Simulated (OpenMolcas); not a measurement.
# F2 (fluorine): a chain of runs

Aim: the energy (singlet F2, HF/ANO-R0), then the energy (singlet F2, CASSCF(14,8)/ANO-R1), then a single-point energy (singlet F2, CASPT2(14,8)/ANO-R1), then a single-point energy (triplet F2, CASPT2(14,8)/ANO-R1) of F2 and its partners. 

Program for the calculation: OpenMolcas 26.06.

**1. The molecule**

The species is F2 (2 atoms), typed as a singlet with charge 0. As SMILES, `FF`. The coordinates come from a PBE0-D4/def2-TZVP relaxation.

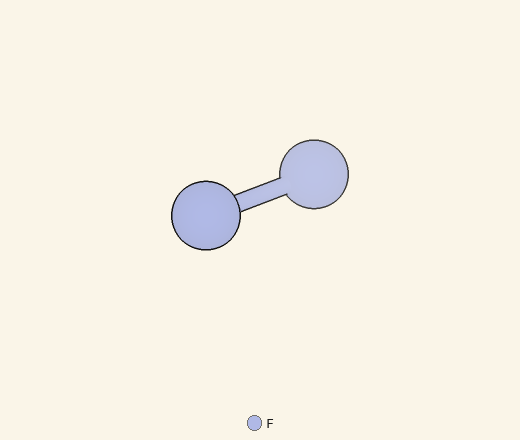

Viewed from a chosen angle; fluorine light blue.

**2. The energy at HF/ANO-R0 (sfX2C) (run 1)**

Contents of step1.inp:

```
* F2 Hartree-Fock
&gateway
coord
2
angstrom
F       -0.583900       0.212400      -0.295000
F        0.583900      -0.212400       0.295000
basis=ANO-R0
group=NoSym
&seward
&scf
prorbitals=0
```

Command:

```
$ export MOLCAS_MEM=1860
$ pymolcas step1.inp > step1.log
```

The log of the run:

```text
--- Start Module: gateway ---

                                              &GATEWAY

                       available to each process: 1.9 GB of memory, 1 thread

++    Symmetry information:
      ---------------------

                    Character Table for C1

                             E
                    a        1  x, y, xy, Rz, z, xz, Ry, yz, Rx, I
--

++    Basis set information:
      ----------------------

      Basis set label: F.ANO-R...2S1P.

[... 75 lines left out ...]
      Nuclear repulsion energy =   31.15945074
[... 41 lines left out ...]
                                   SCF        iterations: Energy and convergence statistics
[... 13 lines left out ...]
 *                                             SCF/KS-DFT Program, Final results                                             *
[... 62 lines left out ...]
      Dipole Moment (debye):
[... 11 lines left out ...]
--- Stop Module: scf /rc=_RC_ALL_IS_WELL_ ---

.##################.
.# Happy landing! #.
.##################.

    Timing: Wall=1.54 User=1.21 System=0.33
```

It took 1.8 s on 1 thread of Arm Neoverse V1, shared host; peak memory 0.41 GiB.

**3. A single-point energy at CASSCF(14,8)/ANO-R1 (sfX2C, RICD fitting) (run 2)**

Contents of step2.inp:

```
* F2 CASSCF
&GATEWAY
COORD
2
angstrom
F       -0.583900       0.212400      -0.295000
F        0.583900      -0.212400       0.295000
BASIS=ANO-R0
GROUP=NoSym
&SEWARD
&RASSCF
FILEORB=$CurrDir/step1.ScfOrb
SPIN=1
NACTEL=14 0 0
INACTIVE=2
RAS2=8
ORBLISTING=Nothing
>>> COPY $Project.RunFile RUNFIL1
>>> COPY $Project.RasOrb INPORB
&GATEWAY
COORD
2
angstrom
F       -0.583900       0.212400      -0.295000
F        0.583900      -0.212400       0.295000
BASIS=ANO-R1
GROUP=NoSym
RICD
&SEWARD
>>> COPY $Project.RunFile RUNFIL2
&EXPBAS
&RASSCF
FILEORB=$Project.ExpOrb
SPIN=1
NACTEL=14 0 0
INACTIVE=2
RAS2=8
ORBLISTING=Nothing
ORBAPPEAR=Compact
```

Command:

```
$ export MOLCAS_MEM=1860
$ pymolcas step2.inp > step2.log
```

The log of the run:

```text
--- Start Module: gateway ---

                                              &GATEWAY

                       available to each process: 1.9 GB of memory, 1 thread

++    Symmetry information:
      ---------------------

                    Character Table for C1

                             E
                    a        1  x, y, xy, Rz, z, xz, Ry, yz, Rx, I
--

++    Basis set information:
      ----------------------

      Basis set label: F.ANO-R...2S1P.

[... 161 lines left out ...]
      Note: transformation to natural orbitals
[... 19 lines left out ...]
      RASSCF energy for state  1                   -198.89929862
[... 218 lines left out ...]
      Nuclear repulsion energy =   31.15945074
[... 95 lines left out ...]
      Natural orbitals and occupation numbers for root  1
[... 53 lines left out ...]
      Dipole Moment (debye):
[... 44 lines left out ...]
--

      Average orbitals are written to the RASORB file
      Natural orbitals for root   1 are written to the RASORB.1 file
      Spin density orbitals for root   1 are written to the SPDORB.1 file

--- Stop Module: rasscf /rc=_RC_ALL_IS_WELL_ ---

.##################.
.# Happy landing! #.
.##################.

    Timing: Wall=3.66 User=2.83 System=0.71
```

Wall time 3.9 s (1 thread of Arm Neoverse V1, shared host); peak memory 0.41 GiB.

Run 3 isn't shown in full; the table further down has it.

**4. The triplet: a single-point energy at CASPT2(14,8)/ANO-R1 (sfX2C, RICD fitting, ipea shift 0.25 Eh, pt2 variant SS) (run 4)**

Contents of step4.inp:

```
>>> EXPORT MOLCAS_PRINT=2

&GATEWAY
 Coord
 2
 angstrom
 F       -0.583900       0.212400      -0.295000
 F        0.583900      -0.212400       0.295000
 Basis = ANO-R1
 Group = NoSym
 RICD

&SEWARD

&RASSCF
 FileOrb = $CurrDir/step2.RasOrb
 Spin = 3
 Nactel = 14 0 0
 Inactive = 2
 Ras2 = 8
 OrbListing = Nothing
 OrbAppear = Compact

&CASPT2
 Imaginary = 0.2
```

Command:

```
$ export MOLCAS_MEM=1860
$ pymolcas step4.inp > step4.log
```

The log of the run:

```text
--- Start Module: gateway ---

                                              &GATEWAY

                       available to each process: 1.9 GB of memory, 1 thread

++    Symmetry information:
      ---------------------

                    Character Table for C1

                             E
                    a        1  x, y, xy, Rz, z, xz, Ry, yz, Rx, I
--

++    Basis set information:
      ----------------------

      Basis set label: F.ANO-R...3S2P1D.

[... 156 lines left out ...]
      Convergence after  8 iterations
[... 16 lines left out ...]
      Natural orbitals and occupation numbers for root  1
[... 23 lines left out ...]
::    RASSCF root number  1 Total energy:   -198.84487046
[... 142 lines left out ...]
      Imaginary shift                            0.20
[... 49 lines left out ...]
      Reference weight:           0.93298
[... 17 lines left out ...]
   (Skipping property calculation,
    use PROP keyword to activate)
--

  Total CASPT2 energies:
::    CASPT2 Root  1     Total energy:   -199.17444449

  A NEW JOBIPH FILE NAMED 'JOBMIX' IS PREPARED.
********************************************************************************
--- Stop Module: caspt2 /rc=_RC_ALL_IS_WELL_ ---

.##################.
.# Happy landing! #.
.##################.

    Timing: Wall=2.24 User=1.86 System=0.37
```

Run time: 2.5 s. Hardware: 1 thread of Arm Neoverse V1, shared host; peak memory 0.082 GiB.

**5. Overview of the runs**

```tsv
run	level	integral approximation	active rule	inactive	partner	energy (Eh)	dipole moment (D) of the reference	wall time
1	HF/ANO-R0 (sfX2C)	none	–	–	base	-198.821441	0.00	1.8 s
2	CASSCF(14,8)/ANO-R1 (sfX2C, RICD fitting)	RICD	full valence	2	base	-199.002876	0.00	3.9 s
3	CASPT2(14,8)/ANO-R1 (sfX2C, RICD fitting, ipea shift 0.25 Eh, pt2 variant SS)	RICD	full valence	2	base	-199.311190	0.00	2.3 s
4	CASPT2(14,8)/ANO-R1 (sfX2C, RICD fitting, ipea shift 0.25 Eh, pt2 variant SS)	RICD	full valence	2	triplet	-199.174444	0.00	2.5 s
```

**6. What came out**

| quantity | value |
| --- | --- |
| triplet: total energy | -199.17444 Eh |
| triplet: dipole moment (CASSCF density) | 0.00 D |
| vertical energy of the triplet above the singlet | 3.721 eV |

**Reading.** At this shape the triplet lies 3.72 eV (359 kJ/mol) above the singlet. All runs together took 10 s, the longest 3.9 s.
